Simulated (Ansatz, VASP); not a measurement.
# ScF3 in two plane-wave programs

One calculation is typed for both programs; each brings its own data sets and cutoff. How far apart do they land?

Method: plane waves, with VASP 6.6.1 beside it; single point at LDA and band structure at LDA, in Ansatz 0.2.0.

## Step 1: Starting point

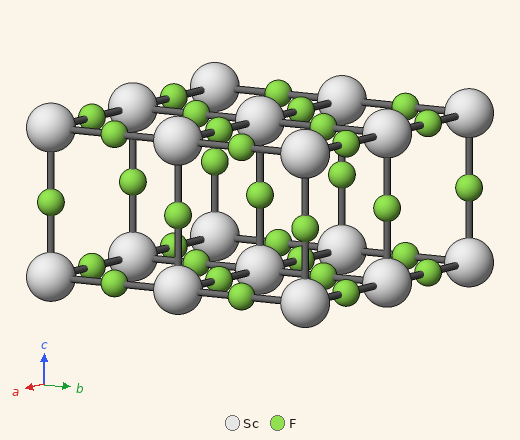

Start, viewed from a free direction; scandium white, fluorine green. 2×2×1 cells are drawn. Some periodic images of atoms are drawn too.

## Step 2: Ansatz: single point, LDA

Ansatz runs on its default PAW (the set named soft_2) files.

A single point gives forces, pressure and levels at one fixed geometry, so differences don't come from the geometry; what else differs is listed under the comparison.

The input, input.yaml:

```yaml
crystal:
  lattice:
    - [4.01245, 0.0, 0.0]
    - [0.0, 4.01245, 0.0]
    - [0.0, 0.0, 4.01245]
  atoms:
    - { symbol: Sc, position: [0.0, 0.0, 0.0] }
    - { symbol: F, position: [0.5, 0.0, 0.0] }
    - { symbol: F, position: [0.0, 0.5, 0.0] }
    - { symbol: F, position: [0.0, 0.0, 0.5] }
hamiltonian:
  xc: lda
  pseudopotentials: { kind: paw }
kpoints:
  mp_grid: { grid: [6, 6, 6] }
scf:
  occupations: { method: fermi_dirac, width: 0.05 }
  n_extra_bands: 5
output:
  forces: true
  stress: true
  eigenvalues: true
```

Run with:

```console
ansatz run input.yaml --threads 2 --pin off --max-ram 4608MiB --backend cpu --events-out ev --progress --plain --runs-dir out
```

Numbers of over 12 decimals in the logs are rounded to 6 here.

The log of the run:

```text
scf.n_extra_bands = 5 over 16 filled bands (N_el = 32.0): the run solves 21 bands
Engine: ansatz 0.2.0, aarch64-unknown-linux-gnu
Pseudopotentials: kind: paw
Pseudopotential: Sc, paw, valence charge 11, recommended cutoff 420 eV (normal), Sc.paw.azcp
Pseudopotential: F, paw, valence charge 7, recommended cutoff 420 eV (normal), F.paw.azcp
Functional definition: SPW92
  exchange = slater_x
  correlation = pw_c
Crystal: 4 atoms, lattice volume = 64.599 Å³
Basis set: ecut = 420 eV, 1237 PW (Γ)
Bands: 21, of which v1, the nominal top of the filled ones, is band 16 counted from 1 (15 counted from 0)
Symmetry: 48 space group operations
Space group: Pm-3m (ITA 221), of the structure as read, at distance tolerance 4.0e-5 Å
k-points: 20 of 216
Non-local potential: Sc, projectors of the file, l = 0: 3, l = 1: 2, l = 2: 3, l = 3: 1
Non-local potential: F, projectors of the file, l = 0: 2, l = 1: 2, l = 2: 1
PAW form: soft (Blöchl's): semilocal exchange-correlation on the pseudo side does not see the compensation charge
PAW frozen core: Sc, regenerated for the run's functional, and the local potential with it (the file was generated under x = pbe(κ = 0.804, μ = 0.219515), c = pbe(β = 0.066725))
PAW frozen core: F, regenerated for the run's functional, and the local potential with it (the file was generated under x = pbe(κ = 0.804, μ = 0.219515), c = pbe(β = 0.066725))
PAW one-centre angular grid: Sc, 590 points (default); XC on 64 Gauss nodes
PAW one-centre angular grid: F, 110 points (default); XC on 64 Gauss nodes
Initial density: superposition of atomic densities (neutral atoms: chi_scale 0, normalization atom), corrected by the library's trained network
Initial wavefunctions: pseudopotential atomic-orbital guess
Functional: x = slater, c = lda
SCF iter   1: F=—  HF=-4477.827559 eV  |F-HF|=—  |Δ(HF+E_count)|=         —  Δρ=1.81e-2  dr2=1.53e-1  ethr=1.77e-3  ⟨swp⟩=5.7  Hψ=1820  notcnv=0
preconditioner: auto → Resta (q_TF=auto, 2.427 Å⁻¹)  ε∞=3.1  [insulator: Δε(μ)=5.911 eV  Ē_g=17.346 eV  σ=0.050 eV  W_gap=1.00  n_scr=18 (ndim 8)  ℏωp=25.3 eV  f_vac=0.292  D(μ)=0.00/eV (n_scr^D=0)  ε∞_Penn≈3.1]
SCF iter   2: F=—  HF=-4477.788892 eV  |F-HF|=—  |Δ(HF+E_count)|=   3.87e-2  Δρ=6.02e-3  dr2=9.47e-3  ethr=4.77e-4  ⟨swp⟩=2.2  Hψ=845  notcnv=0  defer=20
SCF iter   3: F=—  HF=-4477.786102 eV  |F-HF|=—  |Δ(HF+E_count)|=   2.79e-3  Δρ=1.90e-3  dr2=1.31e-3  ethr=2.96e-5  ⟨swp⟩=2.0  Hψ=663  notcnv=0  defer=20
SCF iter   4: F=—  HF=-4477.785710 eV  |F-HF|=—  |Δ(HF+E_count)|=   3.92e-4  Δρ=3.08e-4  dr2=4.73e-5  ethr=4.11e-6  ⟨swp⟩=2.7  Hψ=687  notcnv=0  defer=20
SCF iter   5: F=—  HF=-4477.785705 eV  |F-HF|=—  |Δ(HF+E_count)|=   5.70e-6  Δρ=3.91e-5  dr2=1.26e-6  ethr=1.48e-7  ⟨swp⟩=2.0  Hψ=594  notcnv=0  defer=20
SCF iter   6: F=—  HF=-4477.785706 eV  |F-HF|=—  |Δ(HF+E_count)|=   1.53e-6  Δρ=1.24e-5  dr2=1.31e-7  ethr=3.13e-10  ⟨swp⟩=8.1  Hψ=1815  notcnv=0
SCF iter   7: F=-4477.785706 eV  HF=-4477.785706 eV  |F-HF|=1.74e-8  |Δ(HF+E_count)|=   1.29e-7  Δρ=2.73e-6  dr2=5.89e-9  ethr=3.13e-10  ⟨swp⟩=4.9  Hψ=1607  notcnv=0
SCF 1 converged in 7 iterations: F = -4477.785706 eV  dr2 = 5.89e-9
  greatest PAW one-centre occupation: 0.998 electrons in one spin orbital (limit 2), on the Sc atom at site 0 (counted from 0), in its partial waves of l = 0
SCF converged after 7 iterations
Free energy (F): -4477.785706 eV
Harris-Foulkes:  -4477.785706 eV  (|F-HF|=1.74e-8)
Internal energy: -4477.785706 eV  (E = F + TS)
E sigma→0 (E₀):  -4477.785706 eV
Fermi energy:    2.512457 eV
--- Per-component energies (eV) ---
  E_band       = -397.294222
  E_kinetic    = 876.686363
  E_local      = -3371.817077  (includes V_loc(G=0)·N_el)
  E_nonlocal   = 307.373184
  E_hartree    = 1268.733701
  E_xc         = -337.561703
  E_vxc        = -432.051410  (∫ρ·V_xc dr)
  E_paw        = -1470.585050  (= ΣΔE_a)
  E_vpaw       = -314.961648  (= ΣTr[D̂ρ^β])
  E_aug_tail   = 0.006134  (compensation charges beyond the density's cutoff)
  E_ewald      = -1751.265938
  E_core_change = 0.644678  (= ΣΔE_core)
  E_smearing   = -0.000000  (= −TS)
  E_closure    = -0.000000  (closes the sum)
  Σ components = -4477.785706   (vs F -4477.785706, Δ=0.00e0)
--- Forces (eV/Å), atoms counted from 1 ---
  atom   1  Sc    -0.00000000     0.00000000     0.00000000
  atom   2  F     -0.00000000    -0.00000000    -0.00000000
  atom   3  F      0.00000000    -0.00000000    -0.00000000
  atom   4  F      0.00000000     0.00000000    -0.00000000
  max |Σ_I F_I| component: 2.37e-29 eV/Å
--- Stress (GPa, compression-positive) ---
       -2.971853       0.000000       0.000000
        0.000000      -2.971853       0.000000
       -0.000000       0.000000      -2.971853
  P = ⅓ Tr σ = -2.9719 GPa (-29.719 kbar)
--- Band table (eV; the first three rows and the last of 20) ---
  k-point 0: bands = [... 12 lower, -1.1987, -1.1499, -1.1499, -1.1499, 5.6017, 5.6017, 5.6017, 7.0283, ... 1 higher]
  k-point 1: bands = [... 12 lower, -1.3188, -1.2313, -1.1641, -1.1641, 5.6119, 5.8319, 5.8319, 7.3649, ... 1 higher]
  k-point 2: bands = [... 12 lower, -1.6032, -1.2929, -1.1612, -1.1612, 5.6324, 6.2896, 6.2896, 7.3905, ... 1 higher]
  k-point 19: bands = [... 12 lower, -2.9102, -0.6124, -0.6124, -0.6124, 7.2489, 7.2489, 7.2489, 10.1823, ... 1 higher]
```

Elapsed: 1.8 s, on 2 threads of Arm Neoverse N1, shared host; peak memory 0.3 GiB.

The run ends at a pressure of -2.97 GPa.

## Step 3: VASP: single point, LDA

The same cell, functional (in two slightly different forms), mesh and smearing now go to VASP, with its own data sets and cutoff.

Lines of VASP's logs that name or quote its potential files are left out, and so is its time.

The input, INCAR:

```
SYSTEM = ScF3
PREC = Accurate
ENCUT = 520
EDIFF = 1E-06
NELM = 100
ISMEAR = -1
SIGMA = 0.05
LREAL = .FALSE.
ALGO = Normal
GGA = CA
NBANDS = 22
LASPH = .TRUE.
LORBIT = 11
LWAVE = .FALSE.
LCHARG = .FALSE.
KPAR = 4
ISIF = 2
```

The input, POSCAR:

```
ScF3
1.0
    4.0124500000      0.0000000000      0.0000000000
    0.0000000000      4.0124500000      0.0000000000
    0.0000000000      0.0000000000      4.0124500000
Sc F
1 3
Direct
    0.0000000000      0.0000000000      0.0000000000
    0.5000000000      0.0000000000      0.0000000000
    0.0000000000      0.5000000000      0.0000000000
    0.0000000000      0.0000000000      0.5000000000
```

The input, KPOINTS:

```
Automatic mesh
0
Gamma
6 6 6
0 0 0
```

PAW data sets: Sc_sv and F (LDA family, release 64).

Run with:

```console
mpirun -np 4 vasp_std
```

The log of the run:

```text
[banner, memory and clock lines left out]
running    4 mpi-ranks, on    1 nodes
 distrk:  each k-point on    1 cores,    4 groups
 distr:  one band on    1 cores,    1 groups

 POSCAR found type information on POSCAR ScF
 POSCAR found :  2 types and       4 ions
 LDA part: xc-table for (Slater(with rela. corr.)+CA(PZ))
 , standard interpolation
 POSCAR, INCAR and KPOINTS ok, starting setup
 FFT: planning ... GRIDC
 FFT: planning ... GRID_SOFT
 FFT: planning ... GRID
 WAVECAR not read
 entering main loop
       N       E                     dE             d eps       ncg     rms          rms(c)
DAV:   1     0.426695415166E+03    0.42670E+03   -0.15587E+04   888   0.152E+03
DAV:   2     0.775522166449E+01   -0.41894E+03   -0.40072E+03  1184   0.466E+02
DAV:   3    -0.330072921202E+02   -0.40763E+02   -0.40207E+02  1282   0.170E+02
DAV:   4    -0.340437083894E+02   -0.10364E+01   -0.10356E+01  1222   0.256E+01
DAV:   5    -0.340578603259E+02   -0.14152E-01   -0.14145E-01  1108   0.280E+00    0.163E+01
DAV:   6    -0.297057635635E+02    0.43521E+01   -0.15138E+01  1420   0.523E+01    0.727E+00
DAV:   7    -0.296459243579E+02    0.59839E-01   -0.12073E+00  1206   0.784E+00    0.426E+00
DAV:   8    -0.295942017238E+02    0.51723E-01   -0.39880E-01  1334   0.622E+00    0.106E+00
DAV:   9    -0.295804763964E+02    0.13725E-01   -0.37759E-02  1180   0.153E+00    0.339E-01
DAV:  10    -0.295797612743E+02    0.71512E-03   -0.52316E-03  1128   0.107E+00    0.190E-01
DAV:  11    -0.295794603273E+02    0.30095E-03   -0.57145E-03  1330   0.877E-01    0.104E-01
DAV:  12    -0.295793516364E+02    0.10869E-03   -0.10679E-03  1276   0.515E-01    0.404E-02
DAV:  13    -0.295793309047E+02    0.20732E-04   -0.43524E-05  1276   0.100E-01    0.221E-02
DAV:  14    -0.295793221434E+02    0.87612E-05   -0.48083E-05  1318   0.839E-02    0.381E-03
DAV:  15    -0.295793220423E+02    0.10111E-06   -0.91937E-07   624   0.143E-02
   1 F= -.29579322E+02 E0= -.29579322E+02  d E =-.292773E-10
```

From OUTCAR (step 3):

```text
ion  position               nearest neighbor table
   1  0.000  0.000  0.000-   2 2.01   3 2.01   4 2.01   4 2.01   3 2.01   2 2.01
   2  0.500  0.000  0.000-   1 2.01   1 2.01
   3  0.000  0.500  0.000-   1 2.01   1 2.01
   4  0.000  0.000  0.500-   1 2.01   1 2.01

  LATTYP: Found a simple cubic cell.
 ALAT       =     4.0124500000

 Subroutine GETGRP returns: Found 48 space group operations
 (whereof 48 operations were pure point group operations)

The static configuration has the point symmetry O_h .

 Found     20 irreducible k-points:

   k-points           NKPTS =     20   k-points in BZ     NKDIM =     20   number of bands    NBANDS=     22

   dimension x,y,z NGX =    30 NGY =   30 NGZ =   30
   dimension x,y,z NGXF=    60 NGYF=   60 NGZF=   60

   ENCUT  =  520.0 eV  38.22 Ry    6.18 a.u.   7.46  7.46  7.46*2*pi/ulx,y,z

   NELECT =      32.0000    total number of electrons

 k-points in reciprocal lattice and weights: Automatic mesh
   0.00000000  0.00000000  0.00000000       0.005
   0.16666667  0.00000000  0.00000000       0.028
   0.33333333  0.00000000  0.00000000       0.028
   0.50000000  0.00000000  0.00000000       0.014
   0.16666667  0.16666667  0.00000000       0.056
   0.33333333  0.16666667  0.00000000       0.111
   0.50000000  0.16666667  0.00000000       0.056
   0.33333333  0.33333333  0.00000000       0.056
   0.50000000  0.33333333  0.00000000       0.056
[...]
0.50000000  0.50000000  0.33333333       0.028
   0.50000000  0.50000000  0.50000000       0.005

 average (electrostatic) potential at core
       1 -51.1226       2 -79.5765       3 -79.5765       4 -79.5765

 E-fermi :  -2.7081

 k-point     1 :       0.0000    0.0000    0.0000
  band No.  band energies     occupation
    ...
     12      -4.4477      2.00000
     13      -4.4477      2.00000
     14      -4.3922      2.00000
     15      -4.3922      2.00000
     16      -4.3922      2.00000
     17       2.3235      0.00000
     18       2.3235      0.00000
     19       2.3235      0.00000
     20       3.7483      0.00000
     21       4.0917      0.00000
    ...

 k-point     2 :       0.1667    0.0000    0.0000
  band No.  band energies     occupation
    ...
     12      -4.5676      2.00000
     13      -4.5676      2.00000
     14      -4.4799      2.00000
     15      -4.4078      2.00000
     16      -4.4078      2.00000
     17       2.3338      0.00000
     18       2.5557      0.00000
     19       2.5557      0.00000
     20       4.0856      0.00000
     21       4.0991      0.00000
    ...

 k-point     3 :       0.3333    0.0000    0.0000
  band No.  band energies     occupation
    ...
     12      -4.8559      2.00000
     13      -4.8559      2.00000
     14      -4.5432      2.00000
     15      -4.4059      2.00000
     16      -4.4059      2.00000
     17       2.3544      0.00000
     18       3.0164      0.00000
     19       3.0164      0.00000
     20       4.1135      0.00000
     21       4.8239      0.00000
    ...

  Total       -0.9436871     -0.9436871     -0.9436871     -0.0000000      0.0000000      0.0000000
  in kB      -23.4050562    -23.4050562    -23.4050562     -0.0000000      0.0000000      0.0000000
  external PRESSURE =     -23.4050562 kB  Pullay stress =       0.0000000 kB

  energy-cutoff  :      520.00
  volume of cell :       64.60
      direct lattice vectors                 reciprocal lattice vectors
     4.012450000  0.000000000  0.000000000     0.249224289  0.000000000  0.000000000
     0.000000000  4.012450000  0.000000000     0.000000000  0.249224289  0.000000000
     0.000000000  0.000000000  4.012450000     0.000000000  0.000000000  0.249224289

 POSITION                                       TOTAL-FORCE (eV/Angst)
 -----------------------------------------------------------------------------------
      0.00000      0.00000      0.00000         0.000000      0.000000      0.000000
      2.00623      0.00000      0.00000         0.000000      0.000000      0.000000
      0.00000      2.00623      0.00000         0.000000      0.000000      0.000000
      0.00000      0.00000      2.00623         0.000000      0.000000      0.000000
 -----------------------------------------------------------------------------------
    total drift:                                0.000000      0.000000      0.000000

  FREE ENERGIE OF THE ION-ELECTRON SYSTEM (eV)
  ---------------------------------------------------
  free  energy   TOTEN  =       -29.5793220423 eV

  energy  without entropy=      -29.5793220423  energy(sigma->0) =      -29.57932204

 total charge
# of ion       s       p       d       tot
------------------------------------------
    1        2.202   6.273   0.986   9.461
    2        1.728   4.370   0.000   6.098
    3        1.728   4.370   0.000   6.098
    4        1.728   4.370   0.000   6.098
--------------------------------------------------
tot          7.387  19.382   0.986  27.755

[... 3 further parts left out ...]
```

The run ends at a pressure of -2.34 GPa.

## Step 4: Side by side

Known differences besides the PAW data sets themselves: the two LDA forms differ slightly; the cutoff is 420 eV in Ansatz and 520 eV in VASP; Ansatz makes its cores anew for this functional, VASP keeps those of its LDA data sets. Total energies have different zeros and are not compared.

Compared:

```csv
quantity,Ansatz,VASP,difference
pressure (GPa),-2.97,-2.34,-0.63
gap on the k mesh (eV),6.214,6.184,+0.030
```

Ansatz's pressure holds a Pulay correction of 0.76 GPa; VASP's holds none.

## Step 5: What moves the difference

An all-electron run, which needs no data sets, serves as referee.

```csv
run,difference in gap on the k mesh (eV)
as above,0.030
Ansatz's all-electron LAPW method,0.026
```

## Step 6: Ansatz: band structure, LDA

The same path points are solved in both programs, so levels can be compared one by one.

The cell comes out of the VASP series on this material, whose earlier steps may have relaxed, scaled or displaced it; both programs get it as it stands.

The input, input.yaml:

```yaml
crystal:
  lattice:
    - [4.01245, 0.0, 0.0]
    - [0.0, 4.01245, 0.0]
    - [0.0, 0.0, 4.01245]
  atoms:
    - { symbol: Sc, position: [-0.006424, -0.005977, 0.021537] }
    - { symbol: F, position: [0.504527, -0.000961, 0.011625] }
    - { symbol: F, position: [0.016704, 0.503116, -0.025665] }
    - { symbol: F, position: [-0.002923, 0.003238, 0.498808] }
hamiltonian:
  xc: lda
  pseudopotentials: { kind: paw }
kpoints:
  mp_grid: { grid: [6, 6, 6] }
  band_path:
    path:
      - [0.0, 0.0, 0.0]
      - [0.0, 0.1, 0.0]
      - [0.0, 0.2, 0.0]
      - [0.0, 0.3, 0.0]
      - [0.0, 0.43333, 0.0]
      - [0.0, 0.5, 0.0]
      - [0.1, 0.5, 0.0]
      - [0.2, 0.5, 0.0]
      - [0.33333, 0.5, 0.0]
      - [0.43333, 0.5, 0.0]
      - [0.5, 0.5, 0.0]
      - [0.36667, 0.36667, 0.0]
      - [0.26667, 0.26667, 0.0]
      - [0.16667, 0.16667, 0.0]
      - [0.06667, 0.06667, 0.0]
      - [0.03333, 0.03333, 0.03333]
      - [0.13333, 0.13333, 0.13333]
      - [0.23333, 0.23333, 0.23333]
      - [0.33333, 0.33333, 0.33333]
      - [0.46667, 0.46667, 0.46667]
      - [0.5, 0.5, 0.5]
      - [0.46667, 0.5, 0.46667]
      - [0.36667, 0.5, 0.36667]
      - [0.23333, 0.5, 0.23333]
      - [0.13333, 0.5, 0.13333]
      - [0.03333, 0.5, 0.03333]
      - [0.5, 0.5, 0.03333]
      - [0.5, 0.5, 0.16667]
      - [0.5, 0.5, 0.26667]
      - [0.5, 0.5, 0.36667]
      - [0.5, 0.5, 0.5]
    npoints: 1
scf:
  occupations: { method: fermi_dirac, width: 0.05 }
  n_extra_bands: 8
output:
  forces: true
  stress: true
  eigenvalues: true
  write_density: true
  write_potential: true
  elf: true
  volumetric_format: npy
```

Run with:

```console
ansatz run input.yaml --threads 2 --pin off --max-ram 4608MiB --backend cpu --events-out ev --progress --plain --runs-dir out
```

The log of the run:

```text
[...]
Crystal: 4 atoms, lattice volume = 64.599 Å³
Basis set: ecut = 420 eV, 1237 PW (Γ)
Bands: 24, of which v1, the nominal top of the filled ones, is band 16 counted from 1 (15 counted from 0)
Symmetry: 1 space group operations
[...]
k-points: 112 of 216 (time reversal used)
[...]
k-point 0: bands = [... 12 lower, -1.2026, -1.1933, -1.1848, -1.1259, 5.6647, 5.6906, 5.8480, 6.9967, ... 4 higher]
  k-point 1: bands = [... 12 lower, -1.3822, -1.2162, -1.1608, -1.1255, 5.6914, 5.9148, 6.0443, 7.3182, ... 4 higher]
  k-point 2: bands = [... 12 lower, -1.6223, -1.2755, -1.1436, -1.1203, 5.7194, 6.3635, 6.4682, 7.4581, ... 4 higher]
  k-point 111: bands = [... 12 lower, -2.8481, -0.6434, -0.6222, -0.5883, 7.1898, 7.2522, 7.3005, 9.9333, ... 4 higher]
[key lines of the parts left out:]
SCF converged after 7 iterations
Free energy (F): -4477.721577 eV
Fermi energy:    2.559790 eV
P = ⅓ Tr σ = -2.5652 GPa (-25.652 kbar)
```

Run time: 23 s. Hardware: 2 threads; peak memory 0.43 GiB; 40 s of CPU time.

(Continued in part 2 of 2.)

[Lines on the potential files, build, host, timing and source positions are cut from VASP's logs without a mark.]

[Logs are printed without paths, hosts, clocks, repeated set-up lines and the standing remarks that a program may print on its own settings, such as how far it seeks lower states.]

[Hosts, paths, dates, database ids (printed as entryN), source tags and the programs' standing remarks are cut or masked in the printed files.]
